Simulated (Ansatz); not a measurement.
# Resistivity from frozen vibrations: Os(0001) with 2 thermally displaced layers, 2x2, part 2 of 2

Aim: the resistivity of Os at 273 K from frozen thermal displacements between perfect leads.

Ansatz 0.2.0; Ansatz plane-wave DFT, PBE, PAW files; ballistic transport by layer matching (Landauer), zero bias; PAW set soft_1.

So far, channels at the energy nearest the Fermi level, one spin: step 2 (with 2 displaced layers) 4.55.

**3. With 6 displaced layers**

System of this step: Os(0001) with 6 thermally displaced layers, 2x2. The cell holds 64 atoms: 64 Os. Its edges and angles: a = 5.468 Å, b = 5.468 Å, c = 34.558 Å, α = 90.0°, β = 90.0°, γ = 120.0°. It derives from Os. Regions: lead, 40 atoms (40 Os); scattering region, 24 atoms (24 Os). The structure is stacked along c, and the current runs across the ab planes.

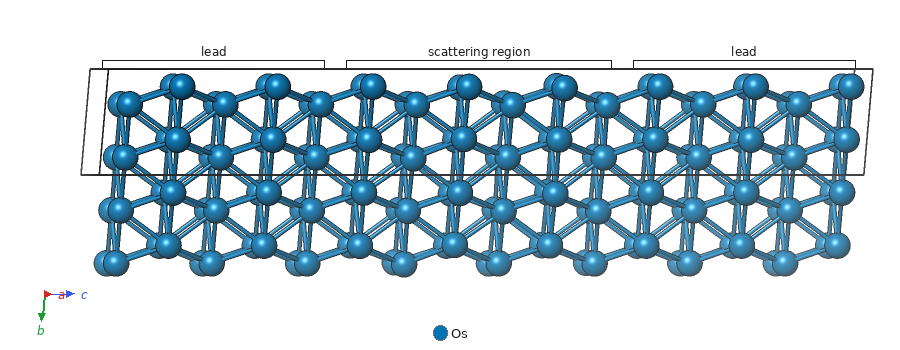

The cell of this step (osmium blue). 1×2×1 cells are drawn.

input.yaml

```yaml
crystal:
  lattice:
    - [5.4682, 0.0, 0.0]
    - [-2.7341, 4.735600113, 0.0]
    - [0.0, 0.0, 34.5576]
  atoms:
    - { symbol: Os, position: [0.1666666667, 0.3333333333, 0.03125] }
    - { symbol: Os, position: [0.1666666667, 0.8333333333, 0.03125] }
    - { symbol: Os, position: [0.6666666667, 0.3333333333, 0.03125] }
    - { symbol: Os, position: [0.6666666667, 0.8333333333, 0.03125] }
    - { symbol: Os, position: [0.3333333333, 0.1666666667, 0.09375] }
    - { symbol: Os, position: [0.3333333333, 0.6666666667, 0.09375] }
    - { symbol: Os, position: [0.8333333333, 0.1666666667, 0.09375] }
    - { symbol: Os, position: [0.8333333333, 0.6666666667, 0.09375] }
    - { symbol: Os, position: [0.1666666667, 0.3333333333, 0.15625] }
    - { symbol: Os, position: [0.1666666667, 0.8333333333, 0.15625] }
    - { symbol: Os, position: [0.6666666667, 0.3333333333, 0.15625] }
    - { symbol: Os, position: [0.6666666667, 0.8333333333, 0.15625] }
    - { symbol: Os, position: [0.3333333333, 0.1666666667, 0.21875] }
    - { symbol: Os, position: [0.3333333333, 0.6666666667, 0.21875] }
    - { symbol: Os, position: [0.8333333333, 0.1666666667, 0.21875] }
    - { symbol: Os, position: [0.8333333333, 0.6666666667, 0.21875] }
    - { symbol: Os, position: [0.1666666667, 0.3333333333, 0.28125] }
    - { symbol: Os, position: [0.1666666667, 0.8333333333, 0.28125] }
    - { symbol: Os, position: [0.6666666667, 0.3333333333, 0.28125] }
    - { symbol: Os, position: [0.6666666667, 0.8333333333, 0.28125] }
    - { symbol: Os, position: [0.3386190777, 0.1672657798, 0.3431007138] }
    - { symbol: Os, position: [0.3267879193, 0.6637497126, 0.3439422929] }
    - { symbol: Os, position: [0.8270948145, 0.1653336513, 0.3436109513] }
    - { symbol: Os, position: [0.8370022019, 0.6680346271, 0.3440603414] }
    - { symbol: Os, position: [0.1626452379, 0.3325073432, 0.4069346334] }
    - { symbol: Os, position: [0.1708969772, 0.8253096734, 0.4075720858] }
    - { symbol: Os, position: [0.6765839933, 0.3383124046, 0.4064809449] }
    - { symbol: Os, position: [0.6695799207, 0.8426248768, 0.4079618627] }
    - { symbol: Os, position: [0.347466816, 0.175047442, 0.4690620947] }
    - { symbol: Os, position: [0.3266505161, 0.6666382818, 0.4693232892] }
    - { symbol: Os, position: [0.827481957, 0.1691846651, 0.4691253932] }
    - { symbol: Os, position: [0.8334017233, 0.6591206258, 0.4681721456] }
    - { symbol: Os, position: [0.1605306071, 0.3258785246, 0.5327689626] }
    - { symbol: Os, position: [0.1649779846, 0.8354297615, 0.5310241927] }
    - { symbol: Os, position: [0.6796128802, 0.3417476115, 0.5318030969] }
    - { symbol: Os, position: [0.6546714348, 0.8336648989, 0.5318470524] }
    - { symbol: Os, position: [0.3369052547, 0.162728924, 0.5953411338] }
    - { symbol: Os, position: [0.3239381053, 0.6624509402, 0.5945665644] }
    - { symbol: Os, position: [0.8399843962, 0.1794273346, 0.5939146308] }
    - { symbol: Os, position: [0.8286357286, 0.6642605638, 0.5927971193] }
    - { symbol: Os, position: [0.1616239554, 0.3373507632, 0.656757523] }
    - { symbol: Os, position: [0.1714068029, 0.8285244492, 0.6577250709] }
    - { symbol: Os, position: [0.6700972183, 0.3433665813, 0.6558720549] }
    - { symbol: Os, position: [0.6634034915, 0.8349251432, 0.6571507517] }
    - { symbol: Os, position: [0.3333333333, 0.1666666667, 0.71875] }
    - { symbol: Os, position: [0.3333333333, 0.6666666667, 0.71875] }
    - { symbol: Os, position: [0.8333333333, 0.1666666667, 0.71875] }
    - { symbol: Os, position: [0.8333333333, 0.6666666667, 0.71875] }
    - { symbol: Os, position: [0.1666666667, 0.3333333333, 0.78125] }
    - { symbol: Os, position: [0.1666666667, 0.8333333333, 0.78125] }
    - { symbol: Os, position: [0.6666666667, 0.3333333333, 0.78125] }
    - { symbol: Os, position: [0.6666666667, 0.8333333333, 0.78125] }
    - { symbol: Os, position: [0.3333333333, 0.1666666667, 0.84375] }
    - { symbol: Os, position: [0.3333333333, 0.6666666667, 0.84375] }
    - { symbol: Os, position: [0.8333333333, 0.1666666667, 0.84375] }
    - { symbol: Os, position: [0.8333333333, 0.6666666667, 0.84375] }
    - { symbol: Os, position: [0.1666666667, 0.3333333333, 0.90625] }
    - { symbol: Os, position: [0.1666666667, 0.8333333333, 0.90625] }
    - { symbol: Os, position: [0.6666666667, 0.3333333333, 0.90625] }
    - { symbol: Os, position: [0.6666666667, 0.8333333333, 0.90625] }
    - { symbol: Os, position: [0.3333333333, 0.1666666667, 0.96875] }
    - { symbol: Os, position: [0.3333333333, 0.6666666667, 0.96875] }
    - { symbol: Os, position: [0.8333333333, 0.1666666667, 0.96875] }
    - { symbol: Os, position: [0.8333333333, 0.6666666667, 0.96875] }
kpoints:
  mp_grid: { grid: [5, 5, 1] }
hamiltonian:
  xc: pbe
  pseudopotentials: { kind: paw, azcp: { folder: soft_1 } }
scf:
  occupations: { method: fermi_dirac, width: 0.1 }
output:
  transmission:
    leads: [[0, 8]]
    kmesh: [10, 10]
    e_range: [-0.05, 0.05]
    de: 0.05
  write_potential: true
  write_density: true
  volumetric_format: npy
```

Run with:

```console
$ ansatz run input.yaml --threads 4 --pin off --max-ram 15360MiB --backend cpu --events-out ev --progress --plain --runs-dir out
```

Numbers of over 12 decimals in the logs are rounded to 6 here.

The log of the run:

```text
[...]
Crystal: 64 atoms, lattice volume = 894.876 Å³
Basis set: ecut = 420 eV, 17377 PW (Γ)
Bands: 615, of which v1, the nominal top of the filled ones, is band 512 counted from 1 (511 counted from 0)
Symmetry: 1 space group operations
[...]
k-points: 13 of 25 (time reversal used)
[...]
SCF iter   1: F=—  HF=-728707.733658 eV  |F-HF|=—  |Δ(HF+E_count)|=         —  Δρ=6.03e-2  dr2=2.79e1  ethr=3.10e-3  ⟨swp⟩=5.2  Hψ=26398  notcnv=0  defer=48
[...]
SCF iter   8: F=-728698.072923 eV  HF=-728698.072923 eV  |F-HF|=2.25e-8  |Δ(HF+E_count)|=   6.98e-9  Δρ=8.73e-7  dr2=2.56e-8  ethr=9.77e-12  ⟨swp⟩=7.2  Hψ=16798  notcnv=0
SCF 1 converged in 8 iterations: F = -728698.072923 eV  dr2 = 2.56e-8
[...]
transmission: 334 of 3328 steps passed
transmission: 666 of 3328 steps passed
[...]
transmission: 3328 of 3328 steps passed
SCF converged after 8 iterations
Free energy (F): -728698.072923 eV
[...]
Internal energy: -728696.548637 eV  (E = F + TS)
E sigma→0 (E₀):  -728697.310780 eV
Entropy (-TS):   -1.524286 eV (-23.817 meV/atom)
Fermi energy:    26.082080 eV
[...]
--- Band table (eV; the first three rows and the last of 13) ---
  k-point 0: bands = [... 508 lower, 26.7828, 26.7839, 26.7879, 26.9168, 26.9250, 26.9493, 26.9638, 27.1327, ... 99 higher]
  k-point 1: bands = [... 508 lower, 26.1146, 26.2408, 26.2568, 26.8164, 26.8332, 26.8406, 26.8598, 26.8659, ... 99 higher]
  k-point 2: bands = [... 508 lower, 25.7582, 25.8530, 25.9076, 25.9221, 26.0102, 26.0426, 26.0683, 26.1008, ... 99 higher]
  k-point 12: bands = [... 508 lower, 26.0033, 26.0187, 26.0311, 26.0566, 26.0655, 26.1943, 26.2032, 26.2132, ... 99 higher]
--- Transmission ---
  basis      : 223 plane waves across, 64 finite elements along
  points     : 52, standing for a mesh of 10 x 10
[...]
channels       : 4.550000e0 a spin
[...]
junction   : crystal 0 to crystal 0, 0.70 to 30.94 Å
    transmission   : 4.274519e0 a spin
[...]
```

It took 9 min on 4 threads of AMD EPYC 9R14 (Zen 4), shared host; peak memory 10 GiB.

This step gave:

```yaml
free_energy: -728698.0729 eV
energy_at_zero_smearing: -728697.3108 eV
fermi_energy: 26.08 eV
transmission_at_the_energy_nearest_the_fermi_level_one_spin: 4.275
step_of_the_lead_s_hamiltonian: 2.8 meV
```

Per spin. Table of transmission, zone mean by energy, zero at the Fermi level:

```
energy (eV)  transmission, zone mean
    -0.0500                     4.24
     0.0000                     4.27
     0.0500                     4.26
```

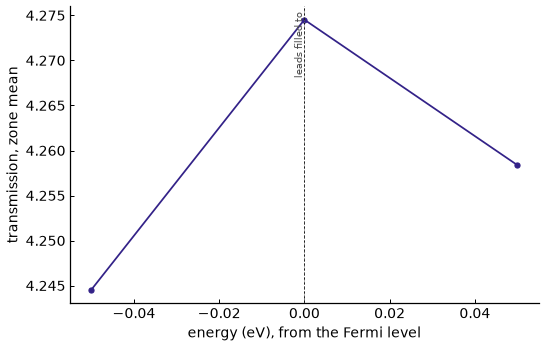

Transmission, zone mean against energy.

Over the solved energies the transmission per spin lies between 4.24 and 4.27, out of 4.53 channels of the lead on average (up to 4.55).

**4. With 10 displaced layers**

System of this step: Os(0001) with 10 thermally displaced layers, 2x2. The cell holds 80 atoms: 80 Os. Its edges and angles: a = 5.468 Å, b = 5.468 Å, c = 43.197 Å, α = 90.0°, β = 90.0°, γ = 120.0°. It derives from Os. Regions: lead, 40 atoms (40 Os); scattering region, 40 atoms (40 Os). The structure is stacked along c, and the current runs across the ab planes.

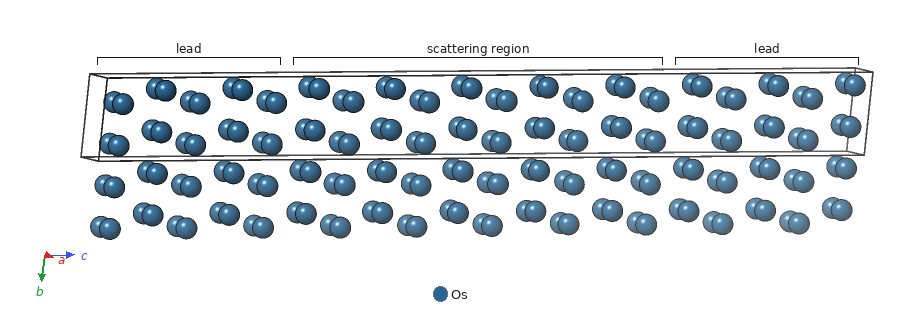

The cell of this step (osmium blue). 1×2×1 cells are drawn.

input.yaml

```yaml
crystal:
  lattice:
    - [5.4682, 0.0, 0.0]
    - [-2.7341, 4.735600113, 0.0]
    - [0.0, 0.0, 43.197]
  atoms:
    - { symbol: Os, position: [0.1666666667, 0.3333333333, 0.025] }
    - { symbol: Os, position: [0.1666666667, 0.8333333333, 0.025] }
    - { symbol: Os, position: [0.6666666667, 0.3333333333, 0.025] }
    - { symbol: Os, position: [0.6666666667, 0.8333333333, 0.025] }
    - { symbol: Os, position: [0.3333333333, 0.1666666667, 0.075] }
    - { symbol: Os, position: [0.3333333333, 0.6666666667, 0.075] }
    - { symbol: Os, position: [0.8333333333, 0.1666666667, 0.075] }
    - { symbol: Os, position: [0.8333333333, 0.6666666667, 0.075] }
    - { symbol: Os, position: [0.1666666667, 0.3333333333, 0.125] }
    - { symbol: Os, position: [0.1666666667, 0.8333333333, 0.125] }
    - { symbol: Os, position: [0.6666666667, 0.3333333333, 0.125] }
    - { symbol: Os, position: [0.6666666667, 0.8333333333, 0.125] }
    - { symbol: Os, position: [0.3333333333, 0.1666666667, 0.175] }
    - { symbol: Os, position: [0.3333333333, 0.6666666667, 0.175] }
    - { symbol: Os, position: [0.8333333333, 0.1666666667, 0.175] }
    - { symbol: Os, position: [0.8333333333, 0.6666666667, 0.175] }
    - { symbol: Os, position: [0.1666666667, 0.3333333333, 0.225] }
    - { symbol: Os, position: [0.1666666667, 0.8333333333, 0.225] }
    - { symbol: Os, position: [0.6666666667, 0.3333333333, 0.225] }
    - { symbol: Os, position: [0.6666666667, 0.8333333333, 0.225] }
    - { symbol: Os, position: [0.332356231, 0.1629352611, 0.2740629872] }
    - { symbol: Os, position: [0.3272001688, 0.6698701189, 0.2756914406] }
    - { symbol: Os, position: [0.8290032951, 0.1598200506, 0.2756099312] }
    - { symbol: Os, position: [0.8239948418, 0.6621224902, 0.2754338601] }
    - { symbol: Os, position: [0.1554794079, 0.3357955549, 0.3245936498] }
    - { symbol: Os, position: [0.1670285616, 0.8328509094, 0.3251412027] }
    - { symbol: Os, position: [0.668081317, 0.3285004626, 0.325992737] }
    - { symbol: Os, position: [0.6733623587, 0.8387101972, 0.3258138059] }
    - { symbol: Os, position: [0.3403695113, 0.1720457356, 0.3750528118] }
    - { symbol: Os, position: [0.325028768, 0.6658060634, 0.374462396] }
    - { symbol: Os, position: [0.8263048448, 0.1683137114, 0.3746027958] }
    - { symbol: Os, position: [0.8243265438, 0.6600199229, 0.3751875235] }
    - { symbol: Os, position: [0.1728599709, 0.3417609717, 0.4249902788] }
    - { symbol: Os, position: [0.1768846202, 0.8422695609, 0.4258035372] }
    - { symbol: Os, position: [0.6575277449, 0.3411633788, 0.4252372678] }
    - { symbol: Os, position: [0.6701882931, 0.8356990581, 0.4252674046] }
    - { symbol: Os, position: [0.3339525325, 0.1643794161, 0.4736714655] }
    - { symbol: Os, position: [0.3301712655, 0.6615447164, 0.4757546318] }
    - { symbol: Os, position: [0.8320056336, 0.1671986309, 0.474406442] }
    - { symbol: Os, position: [0.8304784957, 0.6665931698, 0.4739622762] }
    - { symbol: Os, position: [0.1679881426, 0.3326573656, 0.5241716237] }
    - { symbol: Os, position: [0.155065756, 0.836602866, 0.5247920996] }
    - { symbol: Os, position: [0.6629891153, 0.3318283883, 0.5262690399] }
    - { symbol: Os, position: [0.6666678184, 0.8338853328, 0.5239610901] }
    - { symbol: Os, position: [0.3453483233, 0.1725135518, 0.5757453899] }
    - { symbol: Os, position: [0.3365172235, 0.6725082421, 0.5752591536] }
    - { symbol: Os, position: [0.8362325395, 0.165696785, 0.5739703015] }
    - { symbol: Os, position: [0.8328460388, 0.6543357294, 0.5748323737] }
    - { symbol: Os, position: [0.1622149988, 0.3266874877, 0.6254283446] }
    - { symbol: Os, position: [0.1641690436, 0.830549298, 0.6253631757] }
    - { symbol: Os, position: [0.6684622443, 0.3421849004, 0.6252455361] }
    - { symbol: Os, position: [0.6578537378, 0.8209430958, 0.6240863678] }
    - { symbol: Os, position: [0.3391702328, 0.1663441816, 0.6748022011] }
    - { symbol: Os, position: [0.3383153464, 0.6584927146, 0.6745908434] }
    - { symbol: Os, position: [0.8325934343, 0.1704032243, 0.6745364361] }
    - { symbol: Os, position: [0.8248333477, 0.6564375145, 0.6755095435] }
    - { symbol: Os, position: [0.1695977871, 0.3302975223, 0.7251141138] }
    - { symbol: Os, position: [0.1580292801, 0.8303266048, 0.7259626743] }
    - { symbol: Os, position: [0.6747773936, 0.3480566106, 0.7244500456] }
    - { symbol: Os, position: [0.6692462642, 0.8320874313, 0.7253952959] }
    - { symbol: Os, position: [0.3333333333, 0.1666666667, 0.775] }
    - { symbol: Os, position: [0.3333333333, 0.6666666667, 0.775] }
    - { symbol: Os, position: [0.8333333333, 0.1666666667, 0.775] }
    - { symbol: Os, position: [0.8333333333, 0.6666666667, 0.775] }
    - { symbol: Os, position: [0.1666666667, 0.3333333333, 0.825] }
    - { symbol: Os, position: [0.1666666667, 0.8333333333, 0.825] }
    - { symbol: Os, position: [0.6666666667, 0.3333333333, 0.825] }
    - { symbol: Os, position: [0.6666666667, 0.8333333333, 0.825] }
    - { symbol: Os, position: [0.3333333333, 0.1666666667, 0.875] }
    - { symbol: Os, position: [0.3333333333, 0.6666666667, 0.875] }
    - { symbol: Os, position: [0.8333333333, 0.1666666667, 0.875] }
    - { symbol: Os, position: [0.8333333333, 0.6666666667, 0.875] }
    - { symbol: Os, position: [0.1666666667, 0.3333333333, 0.925] }
    - { symbol: Os, position: [0.1666666667, 0.8333333333, 0.925] }
    - { symbol: Os, position: [0.6666666667, 0.3333333333, 0.925] }
    - { symbol: Os, position: [0.6666666667, 0.8333333333, 0.925] }
    - { symbol: Os, position: [0.3333333333, 0.1666666667, 0.975] }
    - { symbol: Os, position: [0.3333333333, 0.6666666667, 0.975] }
    - { symbol: Os, position: [0.8333333333, 0.1666666667, 0.975] }
    - { symbol: Os, position: [0.8333333333, 0.6666666667, 0.975] }
kpoints:
  mp_grid: { grid: [5, 5, 1] }
hamiltonian:
  xc: pbe
  pseudopotentials: { kind: paw, azcp: { folder: soft_1 } }
scf:
  occupations: { method: fermi_dirac, width: 0.1 }
output:
  transmission:
    leads: [[0, 8]]
    kmesh: [10, 10]
    e_range: [-0.05, 0.05]
    de: 0.05
  write_potential: true
  write_density: true
  volumetric_format: npy
```

The log of the run:

```text
[...]
Crystal: 80 atoms, lattice volume = 1118.595 Å³
Basis set: ecut = 420 eV, 21739 PW (Γ)
Bands: 768, of which v1, the nominal top of the filled ones, is band 640 counted from 1 (639 counted from 0)
Symmetry: 1 space group operations
[...]
k-points: 13 of 25 (time reversal used)
[...]
SCF iter   1: F=—  HF=-910884.393153 eV  |F-HF|=—  |Δ(HF+E_count)|=         —  Δρ=6.03e-2  dr2=3.48e1  ethr=3.10e-3  ⟨swp⟩=5.2  Hψ=32983  notcnv=0  defer=63
[...]
SCF iter   8: F=-910872.344971 eV  HF=-910872.344971 eV  |F-HF|=1.86e-8  |Δ(HF+E_count)|=   2.56e-9  Δρ=1.04e-6  dr2=2.47e-8  ethr=7.81e-12  ⟨swp⟩=7.5  Hψ=21137  notcnv=0
SCF 1 converged in 8 iterations: F = -910872.344971 eV  dr2 = 2.47e-8
[...]
transmission: 422 of 4212 steps passed
transmission: 845 of 4212 steps passed
[...]
transmission: 4212 of 4212 steps passed
SCF converged after 8 iterations
Free energy (F): -910872.344971 eV
[...]
Internal energy: -910870.607840 eV  (E = F + TS)
E sigma→0 (E₀):  -910871.476405 eV
Entropy (-TS):   -1.737131 eV (-21.714 meV/atom)
Fermi energy:    26.072056 eV
[...]
--- Band table (eV; the first three rows and the last of 13) ---
  k-point 0: bands = [... 636 lower, 26.7021, 26.7047, 26.7156, 26.7280, 26.7358, 26.7660, 26.7781, 26.9144, ... 124 higher]
  k-point 1: bands = [... 636 lower, 26.4132, 26.4241, 26.4401, 26.4550, 26.4653, 26.4807, 26.4997, 26.8618, ... 124 higher]
  k-point 2: bands = [... 636 lower, 25.8890, 25.9005, 25.9109, 25.9153, 25.9290, 25.9413, 25.9825, 25.9972, ... 124 higher]
  k-point 12: bands = [... 636 lower, 25.9186, 26.0732, 26.0973, 26.1119, 26.1241, 26.1391, 26.1479, 26.1701, ... 124 higher]
--- Transmission ---
  basis      : 223 plane waves across, 81 finite elements along
  points     : 52, standing for a mesh of 10 x 10
[...]
channels       : 4.550000e0 a spin
[...]
junction   : crystal 0 to crystal 0, 1.46 to 40.34 Å
    transmission   : 4.018115e0 a spin
[...]
```

Run time: 14 min. Hardware: 4 threads; peak memory 8.7 GiB.

Numbers from this step:

```yaml
free_energy: -910872.3450 eV
energy_at_zero_smearing: -910871.4764 eV
fermi_energy: 26.07 eV
transmission_at_the_energy_nearest_the_fermi_level_one_spin: 4.018
step_of_the_lead_s_hamiltonian: 1.4 meV
```

Per spin. The transmission, zone mean by energy, zero at the Fermi level:

```
energy (eV)  transmission, zone mean
    -0.0500                     3.97
     0.0000                     4.02
     0.0500                     4.00
```

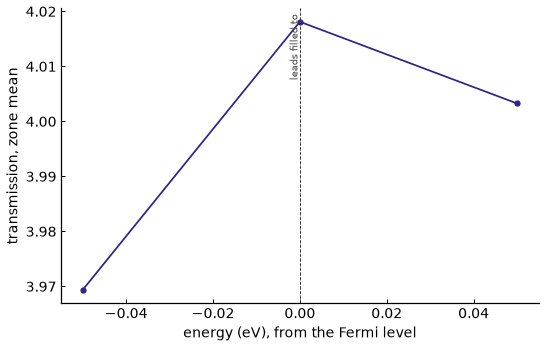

Transmission, zone mean against energy.

Over the solved energies the transmission per spin lies between 3.97 and 4.02, out of 4.53 channels of the lead on average (up to 4.55).

**5. Resistance against length**

This step: Ansatz plane-wave DFT, PBE, PAW files; ballistic transport by layer matching (Landauer), zero bias; resistivity from the slope of the area resistance; PAW set soft_1 (Ansatz 0.2.0).

This step gave:

```yaml
resistivity: 4.733 µΩ cm
intercept: -0.006811 fΩ m²
scatter_about_the_fit: 0.004993 fΩ m²
```

Resistance, by row:

```
run  length (Å)      T  channels N  RA (fΩ m²)
 n2        4.32  4.507       4.613     0.01716
 n6       12.96  4.259       4.533     0.04746
n10        21.6  3.997       4.533     0.09894
```

Area resistance against length of the displaced region:

```
length of the displaced region (Å)  area resistance (fΩ m²)
                              4.32                   0.0172
                             12.96                   0.0475
                             21.60                   0.0989
```

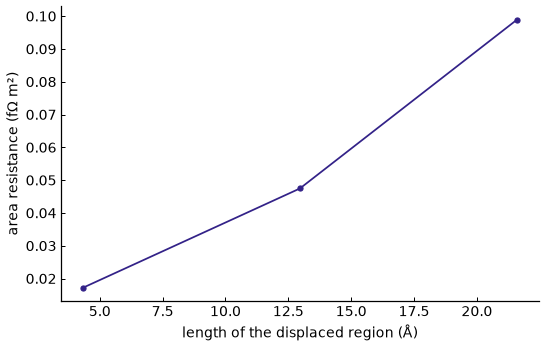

Area resistance, plotted against length of the displaced region.

The area resistance goes from 0.017 to 0.099 fΩ m² between 4.3 and 21.6 Å, a slope of 4.7 µΩ cm.

By hand from the end points: (0.09894 − 0.01716) fΩ m² / (21.60 − 4.32) Å = 4.7 µΩ cm, since 1 fΩ m² per Å is 1000 µΩ cm.

**6. What came out**

| Quantity | Value |
| --- | --- |
| resistivity from the slope | 4.73 µΩ cm |
| area resistance over 4.32 Å | 0.0172 fΩ m² |
| area resistance over 13.0 Å | 0.0475 fΩ m² |
| area resistance over 21.6 Å | 0.0989 fΩ m² |

What this shows: The slope gives 4.7 µΩ cm. The points scatter by 0.0050 fΩ m² about the line, with one random draw a length in a 2x2 cell, so the slope is a rough value. The mean square of the displacements drawn is 0.73, 0.99 and 0.93 of the nominal one at the three lengths; with each resistance scaled back by that, the slope is 4.8 µΩ cm, the value used below. The lead's own channel count moves between the runs (4.61, 4.53 and 4.53), which shifts RA and the slope too. The current runs along the hexagonal axis, while the measured value below is not for that direction. Read with a model of isotropic scattering on a spherical Fermi surface and the lead's 1.4×10¹⁵ S/m², this slope means a mean free path near 132 Å; over these lengths the model's slope is 1.18 times its bulk resistivity, which would be 4.1 µΩ cm. Uncorrelated displacements put too much weight on short waves, which scatter strongly; with the sideways repeat of a small cell, one draw and three short lengths, the method is good to a factor of two or three. The measured value is 8.1 µΩ cm (CRC Handbook of Chemistry and Physics, 84th ed., 2003, Electrical Resistivity of Pure Metals); the scaled slope is 0.60 times that and the corrected value 0.51: low. Spin-orbit coupling is left out, which matters for Os.

[Logs are printed without paths, hosts, clocks, repeated set-up lines and the standing remarks that a program may print on its own settings, such as how far it seeks lower states.]

[Hosts, paths, dates, database ids (printed as entryN), source tags and the programs' standing remarks are cut or masked in the printed files.]
